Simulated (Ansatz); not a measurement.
Base system: GeS in the GeS type structure (space group Pnma, No. 62; a = 10.661 Å, b = 3.681 Å, c = 4.356 Å; layered, stacked along the Cartesian x axis). Axes: x, y, z lie along a, b, c of the conventional cell.

It is then changed as follows: tensile biaxial strain of 1.69 % in the plane normal to [001], as in epitaxy on a mismatched substrate; the out-of-plane cell vector and the atoms relax.

Calculations: PBE-D3(BJ) (Ansatz, a program for electronic structure, PAW, no SOC).

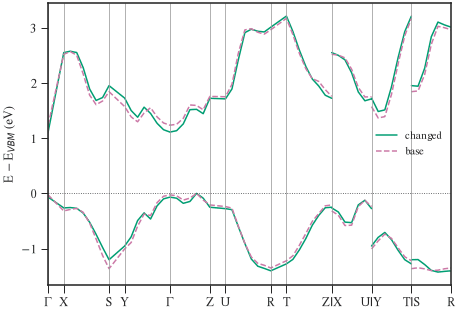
*Highest valence and lowest conduction band along the path, each from its own valence-band maximum*

From the figure, how large is the changed gap, and is it direct?

About 1.1 eV, indirect, Γ–Z (67 % along) → Γ.

Stability against distortions was not tested. The D3 term's C6 switches between coordination references near this geometry, which can add small steps to energies.
